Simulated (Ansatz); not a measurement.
A series of calculations on SiH$_{2}$OCl$_{3}$F

## 1. Relaxation

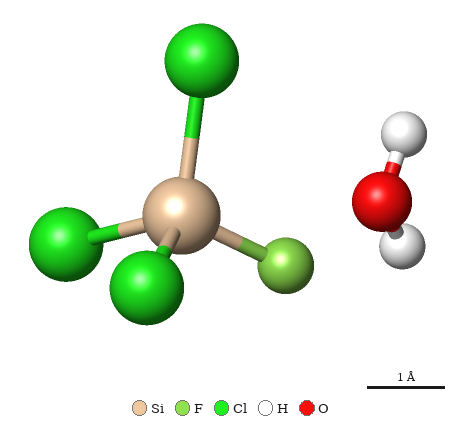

SiH$_{2}$OCl$_{3}$F, before the relaxation. Style: ball-and-stick. Shown at a tilt.

The run prepares an end point of a later path (reaction) calculation, from a guessed geometry.

The calculation used Ansatz, RKS B3LYP-D4/def2-SVP.

Input file:
```yaml
crystal:
  periodic: [false, false, false]
  atoms:
    - { symbol: Si, position_ang: [-0.803424, 0.437896, -0.634883] }
    - { symbol: F, position_ang: [-0.564309, -1.189952, -0.521815] }
    - { symbol: Cl, position_ang: [-2.282297, 0.669275, -2.034035] }
    - { symbol: Cl, position_ang: [-1.474963, 1.181243, 1.131226] }
    - { symbol: Cl, position_ang: [0.918824, 1.320083, -1.284495] }
    - { symbol: H, position_ang: [0.870033, -1.383554, 1.114164] }
    - { symbol: O, position_ang: [1.275455, -0.550659, 1.395988] }
    - { symbol: H, position_ang: [2.060681, -0.484233, 0.83385] }
basis:
  gaussian: { orbitals: def2-SVP }
hamiltonian:
  xc: b3lyp
  dispersion: d4
relax:
  f_tol: 0.03
  max_steps: 50
```

Command:
```bash
ansatz run input.yaml --threads 2 --pin off --max-ram 3072MiB --backend cpu --events-out ev --progress --plain --runs-dir out
```

What does the optimiser find from here?

The energy falls by 0.53 kcal/mol in 5 geometry steps. The largest force component goes from 1 to 0.029 eV/Å. H6 moves most after the best rigid fit: 0.095 Å. By element the largest moves are H 0.095 Å, F 0.055 Å, Cl 0.047 Å, O 0.028 Å, Si 0.027 Å. Some distances before and after: Si1–F2 1.649 → 1.614 Å.

History of the run:

```csv
step,"E − E(0), kcal/mol","largest force component, eV/Å"
0,0.00,1.0199
1,-0.24,0.6416
2,-0.47,0.2785
3,-0.52,0.1091
4,-0.53,0.0533
5,-0.53,0.0295
```

The structure at the end:

```xyz
8

Si   -0.8280    0.4269   -0.6321
F    -0.6150   -1.1688   -0.5216
Cl   -2.2624    0.6944   -2.0680
Cl   -1.4951    1.1961    1.1247
Cl    0.9026    1.3026   -1.2781
H     0.9450   -1.4312    1.1466
O     1.2952   -0.5676    1.4064
H     2.0577   -0.4522    0.8222
```

After the run, drawn alike:

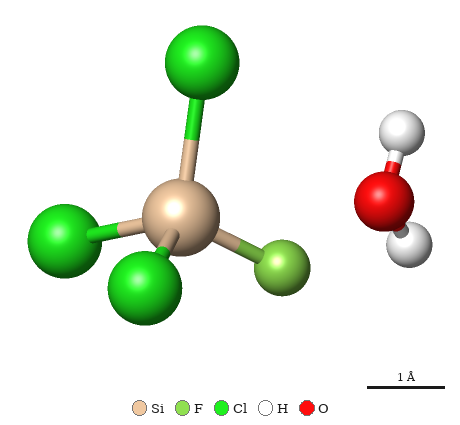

## 2. Relaxation

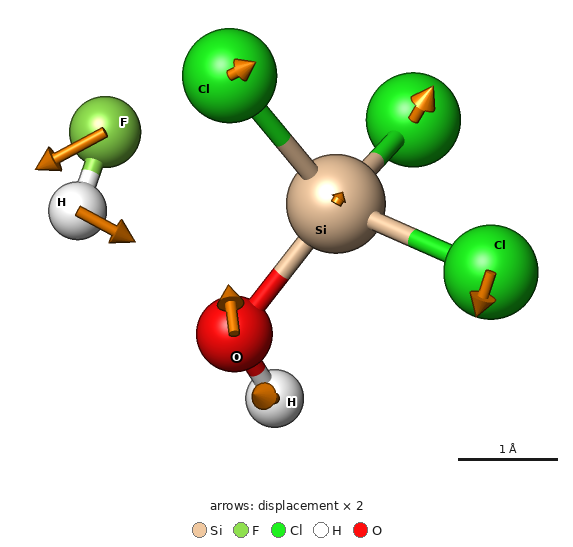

A relaxation of SiH2OCl3F. The starting structure is drawn; orange arrows show the displacements, magnified 2 times. The two geometries are superimposed by the best rigid fit.

A ball-and-stick model, seen at a tilt.

The run prepares an end point of a later path (reaction) calculation, from a guessed geometry.

All numbers below come from RKS B3LYP-D4/def2-SVP (Ansatz 0.2.0).

Input
```yaml
crystal:
  periodic: [false, false, false]
  atoms:
    - { symbol: Si, position_ang: [-0.064192, 0.770389, -0.306667] }
    - { symbol: F, position_ang: [-1.080121, -1.874659, 0.640176] }
    - { symbol: Cl, position_ang: [-0.845147, -0.137671, -1.964208] }
    - { symbol: Cl, position_ang: [-1.468118, 1.218459, 1.099772] }
    - { symbol: Cl, position_ang: [0.821962, 2.518687, -0.933986] }
    - { symbol: H, position_ang: [-0.312104, -1.807558, 1.127838] }
    - { symbol: O, position_ang: [1.127991, -0.191544, 0.468459] }
    - { symbol: H, position_ang: [1.819728, -0.496002, -0.131385] }
basis:
  gaussian: { orbitals: def2-SVP }
hamiltonian:
  xc: b3lyp
  dispersion: d4
relax:
  f_tol: 0.03
  max_steps: 50
```

Run as
```bash
ansatz run input.yaml --threads 2 --pin off --max-ram 3072MiB --backend cpu --events-out ev --progress --plain --runs-dir out
```

What did the optimiser do to the structure, and how much energy did it gain?

Answer. The atom that moves furthest after the best rigid fit is F2 (0.42 Å). Largest moves by element: F 0.42 Å, H 0.34 Å, O 0.30 Å, Cl 0.26 Å, Si 0.07 Å. Among the contacts that change: Si1–O7 1.717 → 1.663 Å, F2–H6 0.912 → 0.936 Å, Si1–Cl4 2.037 → 2.033 Å. Among the angles between lasting bonds that change: Si1–O7–H8 113.2° → 117.3°, Cl3–Si1–Cl4 113.2° → 110.7°, Cl4–Si1–Cl5 108.7° → 110.7°. Groups turn about Si1–O7 by about 35°. Over 10 geometry steps the energy falls by 19.0 kJ/mol. Largest force component: 1.4 eV/Å at the start, 0.016 eV/Å at the end. The run took 40 s on 2 threads of Intel(R) Xeon(R) Platinum 8488C (Sapphire Rapids) (shared host), peak memory 0.29 GiB.

Limits of the set-up: the start holds two separate molecules, 2.3 Å apart at their closest, whose relative position is a soft coordinate.

## 3. Path

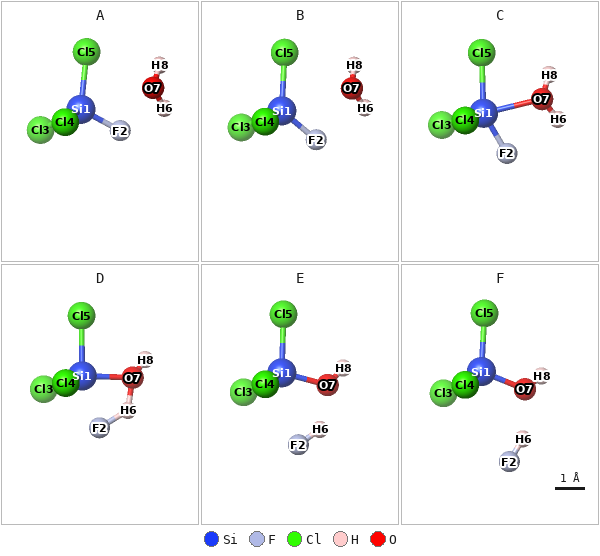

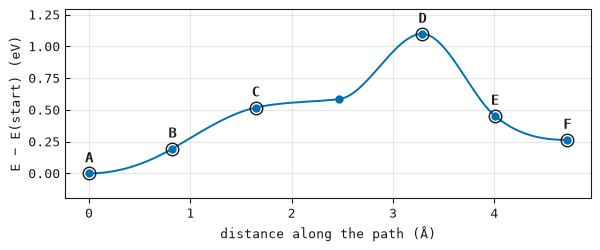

A nudged-elastic-band calculation for SiH$_{2}$OCl$_{3}$F, made up at the start of SiCl3F and H₂O. Images are numbered from 0 (start) to 6 (end). Frames A to F are images 0, 1, 2, 4, 5, 6. The picture is a ball-and-stick view, seen at a tilt.

These are results of Ansatz 0.2.0, RKS B3LYP-D4/def2-SVP, not measurements. Run with 5 movable images; climbing image; force threshold 0.05 eV/Å; iteration limit 59; starting path through a guess of the saddle point.

> Describe the mechanism and the energy profile.

Breaking: H6–O7 (0.97 → 1.16 at the top → 1.75 Å), Si1–F2 (1.61 → 1.91 at the top → 3.30 Å). Forming: F2–H6 (2.30 → 1.21 at the top → 0.94 Å), Si1–O7 (3.11 → 1.80 at the top → 1.66 Å). The highest point, image 4, lies 1.10 eV above the start and 0.84 eV above the end; the end is at +0.26 eV relative to the start. The band is converged. At the top, the vibrational analysis gives one imaginary mode (818i cm⁻¹), as a transition state must have.

Limits of the set-up: the start holds two separate molecules, 2.3 Å apart at their closest, whose relative position is a soft coordinate.

Cost: 5.7 min on 2 threads of Intel(R) Xeon(R) Platinum 8488C (Sapphire Rapids), with other jobs on the host, peak memory 0.29 GiB.
